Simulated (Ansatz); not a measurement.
# Molecular dynamics of Si$_{2}$H$_{4}$Cl$_{2}$O$_{2}$ (part 5 of 5)

Continued. System: Si$_{2}$H$_{4}$Cl$_{2}$O$_{2}$. Method: RKS LDA/def2-SVP (Ansatz 0.2.0). It belongs to a series of runs on one base structure; here: dynamics from the start.

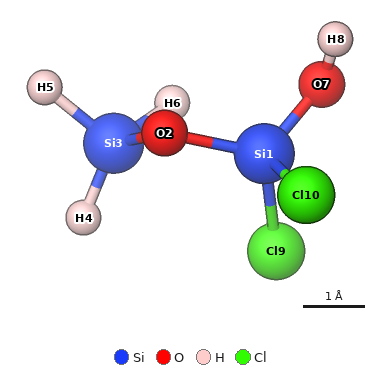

Fig. 1: The geometry at step 138 of the log (ball-and-stick view, seen at a tilt; atoms are numbered from 1 in the order of the input).

## Trajectory as extended XYZ, continued
```
10
Properties=species:S:1:pos:R:3:forces:R:3 step=123 time_fs=123.0 energy=-44774.66160 temperature=1627.0
Si   -0.0859   -0.3407    0.1105    1.6456  -0.6471  -3.2773
O    -0.4225   -1.2776    1.3420   -1.9943   1.3639   4.5854
Si   -1.1745   -0.0946    2.5148    3.9170  -1.3296  -0.2255
H    -2.3765    0.3576    2.0783   -3.2877   0.5316  -0.8889
H    -1.0521   -0.4096    3.9540    0.0060  -0.5405   0.2231
H    -0.3637    1.1784    2.3001    0.2160  -0.2089   0.1368
O     1.4392    0.2340    0.0023    0.4923   0.6089   0.7270
H     1.9239    0.8113    0.6539   -0.7755  -0.6853  -0.6769
Cl   -1.4064    1.0529   -0.4789   -0.6227   0.8271   0.0712
Cl   -0.3531   -1.8222   -1.2813    0.4032   0.0799  -0.6748
10
Properties=species:S:1:pos:R:3:forces:R:3 step=125 time_fs=125.0 energy=-44774.26243 temperature=1263.4
Si   -0.0950   -0.3344    0.1126    2.1103  -1.0322  -2.5227
O    -0.4337   -1.2800    1.3497   -1.9956   1.4665   4.1549
Si   -1.1730   -0.0959    2.5175    2.4775  -1.3655  -1.6360
H    -2.4126    0.4159    2.1212   -2.2177   0.1886  -0.4787
H    -1.0082   -0.4210    3.8906    0.0731  -0.8143   1.4378
H    -0.3385    1.0968    2.2805    0.6001   0.5623   0.0361
O     1.4272    0.2365   -0.0055    3.0024   2.1372   2.4948
H     2.1517    0.7634    0.6596   -3.3878  -2.2519  -2.5560
Cl   -1.3989    1.0341   -0.4859   -1.0263   1.2728  -0.0712
Cl   -0.3515   -1.8050   -1.2770    0.3642  -0.1636  -0.8591
10
Properties=species:S:1:pos:R:3:forces:R:3 step=127 time_fs=127.0 energy=-44774.47799 temperature=1464.9
Si   -0.1012   -0.3296    0.1111    2.5891  -1.5799  -1.7062
O    -0.4498   -1.2789    1.3674   -1.7912   1.6402   3.2945
Si   -1.1680   -0.0990    2.5180    0.0802  -0.7120  -1.9667
H    -2.5307    0.4801    2.1462    0.1722  -0.6706   0.2036
H    -0.9619   -0.4626    3.8790    0.0102  -0.7491   1.3881
H    -0.2911    1.0357    2.2625    0.6646   0.9339  -0.0049
O     1.4221    0.2439   -0.0076    2.8762   1.4852   1.9623
H     2.2551    0.6339    0.5724   -3.5653  -1.6007  -1.9554
Cl   -1.3926    1.0166   -0.4929   -1.3503   1.6885  -0.2028
Cl   -0.3496   -1.7880   -1.2737    0.3141  -0.4356  -1.0124
10
Properties=species:S:1:pos:R:3:forces:R:3 step=129 time_fs=129.0 energy=-44774.72492 temperature=1679.6
Si   -0.1039   -0.3269    0.1073    3.0399  -2.0357  -0.9181
O    -0.4701   -1.2738    1.3930   -1.4079   1.7437   2.1228
Si   -1.1629   -0.1031    2.5160   -0.6399  -0.1357  -0.7012
H    -2.6451    0.5200    2.1779    1.4920  -1.0681   0.4334
H    -0.9156   -0.5319    3.9175   -0.2378  -0.2826   0.1822
H    -0.2196    1.0088    2.2447    0.2064   0.6495   0.1144
O     1.4231    0.2546   -0.0053   -2.5766  -0.3899  -0.9545
H     2.2336    0.4464    0.4165    1.4201   0.2376   1.1521
Cl   -1.3876    1.0011   -0.5002   -1.5615   2.0192  -0.2871
Cl   -0.3473   -1.7716   -1.2714    0.2652  -0.7380  -1.1441
10
Properties=species:S:1:pos:R:3:forces:R:3 step=131 time_fs=131.0 energy=-44774.56929 temperature=1548.7
Si   -0.1024   -0.3270    0.1023    2.9611  -2.4012  -0.0693
O    -0.4938   -1.2645    1.4236   -0.9221   1.6201   0.7854
Si   -1.1585   -0.1074    2.5130   -0.4115   0.4068   0.7304
H    -2.7046    0.5198    2.2255    1.9198  -1.0937   0.3924
H    -0.8784   -0.6120    3.9636   -0.4628   0.2195  -0.8359
H    -0.1407    1.0061    2.2314   -0.4428   0.1386   0.2943
O     1.4178    0.2649   -0.0050   -4.7551   0.2591  -1.2914
H     2.2695    0.2601    0.3002    3.5831  -0.2861   1.6027
Cl   -1.3844    0.9877   -0.5078   -1.6801   2.2368  -0.3133
Cl   -0.3447   -1.7559   -1.2704    0.2105  -1.0999  -1.2954
10
Properties=species:S:1:pos:R:3:forces:R:3 step=133 time_fs=133.0 energy=-44774.51938 temperature=1503.2
Si   -0.0970   -0.3304    0.0971    2.2274  -2.7240   0.7663
O    -0.5198   -1.2514    1.4562   -0.3515   1.1936  -0.6415
Si   -1.1546   -0.1112    2.5110   -0.0450   0.8867   1.8608
H    -2.6919    0.4783    2.2878    1.7618  -0.8894   0.2306
H    -0.8585   -0.6841    3.9794   -0.5534   0.5446  -1.2070
H    -0.0782    1.0093    2.2292   -0.8992  -0.1848   0.4134
O     1.4029    0.2755   -0.0076    3.1066   0.0149   0.9706
H     2.4154    0.0700    0.2401   -3.6871   0.3339  -0.6414
Cl   -1.3830    0.9767   -0.5157   -1.7106   2.3245  -0.2800
Cl   -0.3418   -1.7414   -1.2708    0.1511  -1.4999  -1.4718
10
Properties=species:S:1:pos:R:3:forces:R:3 step=135 time_fs=135.0 energy=-44774.40481 temperature=1400.3
Si   -0.0884   -0.3375    0.0930    1.3481  -2.6943   1.3964
O    -0.5465   -1.2354    1.4871    0.3672   0.4895  -2.1807
Si   -1.1509   -0.1137    2.5116    0.5366   1.2248   2.7927
H    -2.6135    0.4034    2.3588    0.8141  -0.3976  -0.0239
H    -0.8595   -0.7358    3.9503   -0.4983   0.6526  -1.0056
H    -0.0495    1.0060    2.2427   -1.0510  -0.2346   0.4416
O     1.3944    0.2860   -0.0081    4.6884  -0.7689   0.9734
H     2.4366   -0.1073    0.1609   -4.7312   1.3357  -0.5836
Cl   -1.3835    0.9683   -0.5240   -1.6023   2.2562  -0.1750
Cl   -0.3388   -1.7285   -1.2728    0.1284  -1.8636  -1.6356
10
Properties=species:S:1:pos:R:3:forces:R:3 step=138 time_fs=138.0 energy=-44774.74748 temperature=1703.9
Si   -0.0725   -0.3548    0.0906   -0.0293  -1.7780   1.9085
O    -0.5844   -1.2099    1.5226    1.5841  -0.8097  -4.4016
Si   -1.1432   -0.1144    2.5198    2.3733   1.4051   3.4242
H    -2.4674    0.2739    2.4598   -2.5499   0.8548  -0.4125
H    -0.8938   -0.7695    3.8454   -0.1259   0.2600   0.3594
H    -0.0789    0.9876    2.2937   -0.6991   0.1750   0.3382
O     1.4008    0.2985   -0.0049   -0.1276   0.7479   0.4692
H     2.1653   -0.2819    0.0074    0.6229  -0.4702   0.0558
Cl   -1.3873    0.9601   -0.5366   -1.2396   1.8987   0.0887
Cl   -0.3341   -1.7132   -1.2792    0.1911  -2.2837  -1.8300
10
Properties=species:S:1:pos:R:3:forces:R:3 step=140 time_fs=140.0 energy=-44774.44728 temperature=1440.6
Si   -0.0618   -0.3696    0.0922   -1.1902  -0.8456   2.0700
O    -0.6052   -1.1949    1.5337    2.1883  -1.4457  -5.3303
Si   -1.1346   -0.1124    2.5311    1.3596   1.9300   3.0961
H    -2.4672    0.2197    2.5098   -2.8192   0.9488  -0.4403
H    -0.9248   -0.7773    3.7846    0.1895  -0.2919   1.5721
H    -0.1340    0.9814    2.3445   -0.1374   0.7145   0.1958
O     1.4071    0.3085   -0.0010   -1.7996   2.3368   0.8828
H     1.9727   -0.4097   -0.0990    2.8864  -2.4592  -0.4075
Cl   -1.3917    0.9573   -0.5449   -0.9609   1.5757   0.2730
Cl   -0.3307   -1.7059   -1.2859    0.2835  -2.4634  -1.9118
10
Properties=species:S:1:pos:R:3:forces:R:3 step=142 time_fs=142.0 energy=-44774.44474 temperature=1425.0
Si   -0.0526   -0.3855    0.0966   -1.9025   0.0850   2.0345
O    -0.6209   -1.1833    1.5321    2.3739  -1.5412  -5.3531
Si   -1.1243   -0.1077    2.5466   -1.7066   2.1435   3.0796
H    -2.5678    0.2001    2.5431   -0.4696   0.3944  -0.3969
H    -0.9492   -0.7951    3.7814    0.2939  -0.4304   1.7586
H    -0.1945    1.0024    2.4028    0.3501   1.1309   0.0632
O     1.4100    0.3226    0.0047    1.5043  -3.1170  -0.1018
H     1.8762   -0.6073   -0.2155   -0.0955   2.6611   0.4475
Cl   -1.3970    0.9562   -0.5530   -0.6970   1.2481   0.4320
Cl   -0.3269   -1.7014   -1.2948    0.3491  -2.5744  -1.9636
10
Properties=species:S:1:pos:R:3:forces:R:3 step=144 time_fs=144.0 energy=-44774.15837 temperature=1161.7
Si   -0.0459   -0.4013    0.1037   -2.1162   0.9909   1.6847
O    -0.6309   -1.1753    1.5178    2.1434  -1.0624  -4.3774
Si   -1.1162   -0.1003    2.5664   -3.2311   1.5357   3.5006
H    -2.6885    0.1963    2.5612    1.3144   0.0185  -0.3386
H    -0.9628   -0.8278    3.8422    0.2200   0.0589   0.6844
H    -0.2429    1.0649    2.4637    0.3345   0.8807   0.0001
O     1.4159    0.3299    0.0102    1.3984  -4.7356  -0.7283
H     1.7842   -0.7148   -0.3164   -0.0352   3.9568   0.9480
Cl   -1.4031    0.9565   -0.5605   -0.4348   0.9342   0.5703
Cl   -0.3228   -1.6997   -1.3057    0.4065  -2.5776  -1.9439
10
Properties=species:S:1:pos:R:3:forces:R:3 step=146 time_fs=146.0 energy=-44774.30561 temperature=1299.5
Si   -0.0422   -0.4158    0.1132   -2.3330   1.7678   1.0284
O    -0.6358   -1.1698    1.4930    1.6210  -0.3287  -2.6415
Si   -1.1124   -0.0907    2.5910   -3.1401   0.9101   3.4579
H    -2.7615    0.1937    2.5665    2.0019  -0.1320  -0.2596
H    -0.9679   -0.8582    3.9292    0.1590   0.5723  -0.4644
H    -0.2794    1.1597    2.5247   -0.0398   0.0395  -0.0354
O     1.4251    0.3261    0.0141    0.4871  -4.2901  -0.7596
H     1.6926   -0.6749   -0.3825    0.9542   3.2137   0.7787
Cl   -1.4097    0.9578   -0.5675   -0.1876   0.6577   0.6888
Cl   -0.3183   -1.7007   -1.3187    0.4772  -2.4103  -1.7933
10
Properties=species:S:1:pos:R:3:forces:R:3 step=148 time_fs=148.0 energy=-44774.55407 temperature=1525.1
Si   -0.0417   -0.4279    0.1240   -2.3934   2.2426   0.0172
O    -0.6368   -1.1652    1.4619    0.9286   0.2704  -0.5000
Si   -1.1128   -0.0798    2.6203   -2.4744   0.4428   2.7610
H    -2.7594    0.1863    2.5618    1.9970  -0.1643  -0.1764
H    -0.9668   -0.8675    3.9998    0.1496   0.7808  -1.0650
H    -0.3171    1.2561    2.5842   -0.3182  -0.7528  -0.0868
O     1.4354    0.3124    0.0164   -1.1210  -0.3724   1.0277
H     1.6394   -0.5195   -0.4228    2.6311  -0.8164  -1.2557
Cl   -1.4166    0.9599   -0.5737    0.0325   0.4430   0.7884
Cl   -0.3132   -1.7044   -1.3337    0.5682  -2.0737  -1.5102
10
Properties=species:S:1:pos:R:3:forces:R:3 step=150 time_fs=150.0 energy=-44774.75682 temperature=1737.6
Si   -0.0444   -0.4369    0.1348   -1.3937   2.4735  -1.5723
O    -0.6356   -1.1600    1.4296    0.1385   0.5054   1.7596
Si   -1.1167   -0.0683    2.6533   -1.4181   0.0013   1.6687
H    -2.6826    0.1728    2.5502    1.2530  -0.0896  -0.1196
H    -0.9599   -0.8476    4.0309    0.1720   0.6870  -1.1031
H    -0.3663    1.3247    2.6405   -0.3420  -1.1396  -0.1408
O     1.4429    0.2979    0.0215   -2.1729   1.9048   2.9630
H     1.6853   -0.3966   -0.5159    2.9670  -2.9188  -3.0935
Cl   -1.4233    0.9624   -0.5791    0.1948   0.3007   0.8621
Cl   -0.3075   -1.7103   -1.3504    0.6015  -1.7247  -1.2241
```

The run was set up as follows.

## Input file
```yaml
crystal:
  periodic: [false, false, false]
  atoms:
    - { symbol: Si, position_ang: [-0.021652, -0.328185, -0.034049] }
    - { symbol: O, position_ang: [-0.279222, -0.768997, 1.511771] }
    - { symbol: Si, position_ang: [-1.380182, -0.332579, 2.697117] }
    - { symbol: H, position_ang: [-2.783901, -0.568136, 2.210327] }
    - { symbol: H, position_ang: [-1.093462, -1.200981, 3.88618] }
    - { symbol: H, position_ang: [-1.202404, 1.116043, 3.058624] }
    - { symbol: O, position_ang: [1.516581, 0.177649, -0.246751] }
    - { symbol: H, position_ang: [2.033218, -0.315441, -0.911122] }
    - { symbol: Cl, position_ang: [-1.320674, 1.194876, -0.454576] }
    - { symbol: Cl, position_ang: [-0.392902, -1.907051, -1.278622] }
basis:
  gaussian: { orbitals: def2-SVP }
hamiltonian:
  xc: lda
md:
  timestep: 1.0
  n_steps: 150
  ensemble: nve
  temperature: 3000.0
  initial_velocities: maxwell_boltzmann
  seed: 480672
```

Launch command:
```bash
ansatz run input.yaml --threads 2 --pin off --max-ram 3072MiB --backend cpu --events-out ev --progress --plain --runs-dir out
```

## Key numbers

```tsv
quantity	value
outcome	finished
mean temperature over the second half	1560 K
trajectory	150 steps, 150 fs
ensemble	nve
temperature in the input	3000.0 K
time step	1.0 fs
potential energy (last step)	−44774.7569 eV
mean-field energy (last step)	−44774.7569 eV
largest force (length of the vector) (last step)	5.186 eV/Å
hardware	2 threads of Arm Neoverse V1, 24 GiB of memory available, shared host
wall time	4.3 min (CPU time 8.4 min)
peak memory	0.16 GiB
```

## Remarks

So short a trajectory is not equilibrated.
